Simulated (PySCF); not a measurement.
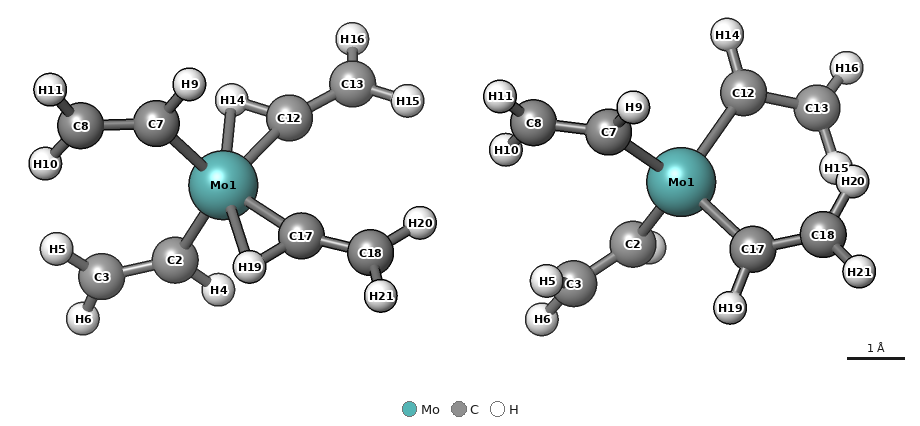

Two geometries of C₈H₁₂Mo, drawn at one scale. One is the start of a relaxation, the other its converged end. A ball-and-stick model, seen from a free direction.

Theory: PBE0-D3(BJ)/def2-SVP geometry optimisation, gas phase in PySCF. 

**Which of the two is the end point?**

The left one is the relaxed one. The start comes from GFN2-xTB. Its atoms were then displaced at random by about 0.03 Å. The largest moves after the best rigid fit, 1.36 Å, are those of H14 and H15. By element the largest moves are H 1.36 Å, C 0.46 Å, Mo 0.07 Å. Near-neighbour distances that change, for instance: Mo1–H14 2.953 → 2.068 Å, Mo1–H19 2.732 → 2.094 Å, Mo1–C12 2.156 → 1.937 Å, C12–C13 1.438 → 1.335 Å. Among the angles between lasting bonds that change: Mo1–C12–H14 128.6° → 79.7°, Mo1–C12–C13 120.0° → 160.1°, Mo1–C17–H19 116.7° → 81.0°. Groups turn about Mo1–C2 by about 40°, Mo1–C12 by about 35°. After 40 geometry steps the energy has fallen by 34.8 kcal/mol.
